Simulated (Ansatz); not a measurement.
**InH2+ (triplet): inputs that go wrong at distance In1–H2 = 5.216 Å**

4 inputs are run for InH2+ (triplet) as typed; the log has to tell whether the result can be used and what must change.

Method: the settings change from run to run; program: Ansatz 0.2.0, Gaussian basis.

21 further runs of the same task are left out: 15 that didn't finish, 6 set aside as unsound or not needed.

**1. What is computed**

The geometry derives from a PBE0/def2-TZVP stationary point (not a proven minimum). One bond is set to the value named and the two fragments are kept rigid. No spin-orbit coupling is included. Elements past krypton take def2 core potentials.

3 atoms, charge 1, spin multiplicity 3.

Atoms are counted from 1 here; the program's logs count them from 0.

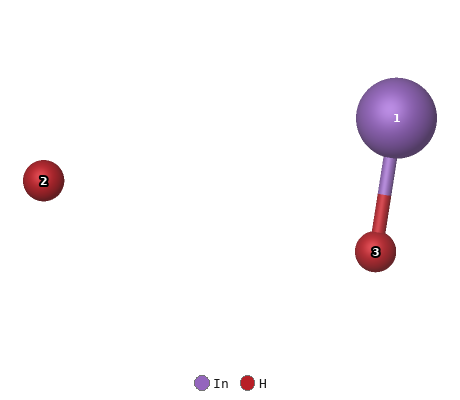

The geometry (indium purple, hydrogen red); atoms are numbered from 1 in the order of the file.

**2. Input 1**

Contents of in.yaml:

```yaml
crystal:
  periodic: [false, false, false]
  atoms:
    - {symbol: In, position_ang: [0.000000, -0.016300, -0.050413]}
    - {symbol: H, position_ang: [0.000000, 3.016432, 4.193311]}
    - {symbol: H, position_ang: [0.000000, -1.159593, 1.549405]}
basis:
  gaussian: {orbitals: def2-SVP}
total_charge: 1
magnetization: {spin_polarized: false, initial_magnetization: 2}
correlation: {active_space: {window: {electrons: 4, orbitals: 3}, states: [{multiplicity: 3, weights: [1, 1, 1, 0.5]}], root: 3}}
```

Command:

```sh
$ ansatz run in.yaml --threads 1 --pin off --events-out ev --progress --plain --max-ram 2393MiB
```

Output:

```text
Functional definition: HF
  name "HF"
  cite "Fock, Z. Phys. 61, 126 (1930) doi:10.1007/BF01340294"
  parent pbe
  exchange = exact_x
  correlation = 0
734 factors; integrals over basis functions are off by at most 8.4e-8 eV
mean field evaluation 1: about -5169.7669 eV, gradient 5.7e0 eV
mean field evaluation 2: about -5169.7739 eV, gradient 5.7e0 eV
mean field evaluation 4: about -5170.1799 eV, gradient 9.1e-1 eV
mean field evaluation 8: about -5170.2009 eV, gradient 2.5e-1 eV
mean field evaluation 16: about -5170.2184 eV, gradient 8.5e-2 eV
mean field evaluation 32: about -5170.2185 eV, gradient 1.4e-6 eV
mean field -5170.21847740 eV, -190.0020245443 hartree, gradient 1.4e-6 eV, S^2 2.000000; 2 other end points of the search recorded, 0 dependent functions left out
reference -5170.21847740 eV, -190.0020245443 hartree; 12, 10 occupied and 24, 26 virtual orbitals, 734 factors
Error: 4 states are sought, and the space of determinants holds 3 states of this symmetry and spin
```

Wall time 0.48 s (1 thread of Arm Neoverse V2, shared host).

**Diagnosis.** The run stopped with an error. It says: «4 states are sought, and the space of determinants holds 3 states of this symmetry and spin». Cure: ask for fewer states or enlarge the space.

**3. Input 2**

Contents of in.yaml:

```yaml
crystal:
  periodic: [false, false, false]
  atoms:
    - {symbol: In, position_ang: [0.000000, -0.016300, -0.050413]}
    - {symbol: H, position_ang: [0.000000, 3.016432, 4.193311]}
    - {symbol: H, position_ang: [0.000000, -1.159593, 1.549405]}
basis:
  gaussian: {orbitals: def2-TZVP}
total_charge: 1
magnetization: {spin_polarized: false, initial_magnetization: 2}
correlation: {method: sc_nevpt2, electrons: outside_noble_gas, active_space: {window: {electrons: 4, orbitals: 4}, states: [{multiplicity: 3, irrep: E1u, weights: [1]}]}}
```

Launched as before.

Output:

```text
Functional definition: HF
  name "HF"
  cite "Fock, Z. Phys. 61, 126 (1930) doi:10.1007/BF01340294"
  parent pbe
  exchange = exact_x
  correlation = 0
the irreps are read with x along [0.000, 1.000, 0.000], y along [0.000, 0.000, 1.000] and z along [1.000, 0.000, 0.000] of the geometry given
986 factors; integrals over basis functions are off by at most 2.0e-7 eV
mean field evaluation 1: about -5169.8032 eV, gradient 8.9e0 eV
mean field evaluation 2: about -5169.8033 eV, gradient 8.9e0 eV
mean field evaluation 4: about -5170.3283 eV, gradient 7.9e-1 eV
mean field evaluation 8: about -5170.3358 eV, gradient 3.7e-1 eV
mean field evaluation 16: about -5170.3553 eV, gradient 2.1e-1 eV
mean field evaluation 32: about -5170.3558 eV, gradient 5.7e-6 eV
mean field -5170.35576940 eV, -190.0070699323 hartree, gradient 5.7e-6 eV, S^2 2.000000; 2 other end points of the search recorded, 0 dependent functions left out
reference -5170.35576940 eV, -190.0070699323 hartree; 12, 10 occupied and 50, 52 virtual orbitals, 986 factors
Error: the irrep E1u is not accepted for these orbitals, which take A', A'', or 1 to 2
```

Run time: 1.2 s. Hardware: 1 thread of Arm Neoverse V2, shared host.

Diagnosis: The run stopped with an error. The symmetry label isn't in the molecule's group. To mend it, name an irrep that the log lists.

**4. Input 3**

Contents of in.yaml:

```yaml
crystal:
  periodic: [false, false, false]
  atoms:
    - {symbol: In, position_ang: [0.000000, -0.016300, -0.050413]}
    - {symbol: H, position_ang: [0.000000, 3.016432, 4.193311]}
    - {symbol: H, position_ang: [0.000000, -1.159593, 1.549405]}
basis:
  gaussian: {orbitals: def2-TZVPP, point_charges: [{charge: 0.50, position_ang: [3.792, 0.884, -0.884]}]}
total_charge: 1
magnetization: {spin_polarized: false, initial_magnetization: 2}
correlation: {active_space: {ras: {orbitals: [1, 2, 66], electrons: 4, max_holes: 2, max_particles: 2}, fixed_orbitals: true}}
accuracy: high
output: {forces: true}
```

Launched as before.

Output:

```text
Functional definition: HF
  name "HF"
  cite "Fock, Z. Phys. 61, 126 (1930) doi:10.1007/BF01340294"
  parent pbe
  exchange = exact_x
  correlation = 0
1246 factors; integrals over basis functions are off by at most 3.8e-9 eV
mean field evaluation 1: about -5168.0513 eV, gradient 8.6e0 eV
mean field evaluation 2: about -5168.0524 eV, gradient 8.6e0 eV
mean field evaluation 4: about -5168.5587 eV, gradient 9.8e-1 eV
mean field evaluation 8: about -5168.5857 eV, gradient 3.5e-1 eV
mean field evaluation 16: about -5168.6127 eV, gradient 1.6e-6 eV
mean field -5168.61265494 eV, -189.9430116576 hartree, gradient 1.1e-8 eV, S^2 2.000000; 0 other end points of the search recorded, 0 dependent functions left out
reference -5168.61265494 eV, -189.9430116576 hartree; 12, 10 occupied and 66, 68 virtual orbitals, 1246 factors
Error: with vectors over 53271 determinants and the model space of their search the run needs 2.41 GiB of the host's memory, and 2.33 GiB are given
refused for memory
```

Wall time 2.2 s (1 thread of Arm Neoverse V2, shared host).

Diagnosis: The program refused it for memory. The method needs more than --max-ram allows. Cure: a smaller space or basis, or more memory.

**5. Input 4**

Contents of in.yaml:

```yaml
crystal:
  periodic: [false, false, false]
  atoms:
    - {symbol: In, position_ang: [0.000000, -0.008626, -0.026679]}
    - {symbol: H, position_ang: [0.000000, 1.596296, 2.219100]}
    - {symbol: H, position_ang: [0.000000, -0.613657, 0.819945]}
basis:
  gaussian: {orbitals: def2-mTZVP}
total_charge: 1
magnetization: {spin_polarized: true, initial_magnetization: 2}
hamiltonian: {pseudopotentials: {relativity: scalar}}
correlation: {method: bccd, electrons: outside_noble_gas, diis_vectors: 2}
output: {forces: true}
```

The command is unchanged.

Output, shortened:

```text
Functional definition: HF
  name "HF"
  cite "Fock, Z. Phys. 61, 126 (1930) doi:10.1007/BF01340294"
  parent pbe
[...]
509 factors; integrals over basis functions are off by at most 3.2e-4 eV
[...]
mean field -5161.56635506 eV, -189.6840649133 hartree, gradient 2.8e-6 eV, S^2 2.006009; 2 other end points of the search recorded, 0 dependent functions left out
determinant -5161.56635506 eV, -189.6840649133 hartree, with singles and doubles -5162.35036814 eV, -189.7128768626 hartree
determinant -5158.73659232 eV, -189.5800730506 hartree, with singles and doubles -5159.65820522 eV, -189.6139416997 hartree
determinant -5158.21846488 eV, -189.5610322182 hartree, with singles and doubles -5159.13837754 eV, -189.5948383848 hartree
9 core orbitals not correlated: weight in the atoms' cores, before any rotation towards them, 0.948 or more for the frozen orbitals, at most 0.037 for the correlated occupied ones
reference -5161.56635506 eV, -189.6840649133 hartree; 3, 1 occupied and 30, 32 virtual orbitals, 509 factors
second order -0.57526674 eV of doubles, -0.00000000 eV of singles
cycle   1  -0.78567693 eV  change   -7.6e-2 eV  update   1.4e-2
[...]
cycle  11  -0.79485940 eV  change    4.3e-8 eV  update   7.5e-7
[...]
Total energy: -5162.36121447 eV, -189.7132754576 hartree
Relativity: scalar
Atom 0 at     0.000000    -0.008626    -0.026679 Å, force     0.000000    24.631156   -34.411370 eV/Å
Atom 1 at     0.000000     1.596296     2.219100 Å, force    -0.000000     0.068602     0.028328 eV/Å
Atom 2 at     0.000000    -0.613657     0.819945 Å, force    -0.000000   -24.699758    34.383042 eV/Å
Dipole moment:    -0.000000    -0.014987     0.112719 e Å
```

It took 1.8 s on 1 thread of Arm Neoverse V2, shared host.

Diagnosis: The run converged, which proves nothing about the input. The coordinates are scaled by the bohr-ångström factor. The shortest distance is 1.04 Å, against 1.97 Å in the geometry of step 1. Its energy belongs to another geometry. Cure: restore the coordinates in ångström.

**6. How the runs ended**

```csv
input,level,ended,cause,time
1,"CASSCF(4,3)/def2-SVP",stopped by an error,"4 states are sought, and the space of determinants holds 3 states of this symmetry and spin",0.48 s
2,"NEVPT2(4,4)/def2-TZVP",stopped by an error,the symmetry label isn't in the molecule's group,1.2 s
3,CISD/def2-TZVPP,out of memory,the method needs more than --max-ram allows,2.2 s
4,BCCD on UHF/def2-mTZVP,converged,the coordinates are scaled by the bohr-ångström factor,1.8 s
```

2 stopped by an error, 1 out of memory, 1 converged. The input that converges on a wrong geometry or spin is the dangerous one: no error points at it, so geometry and ⟨S²⟩ have to be checked.
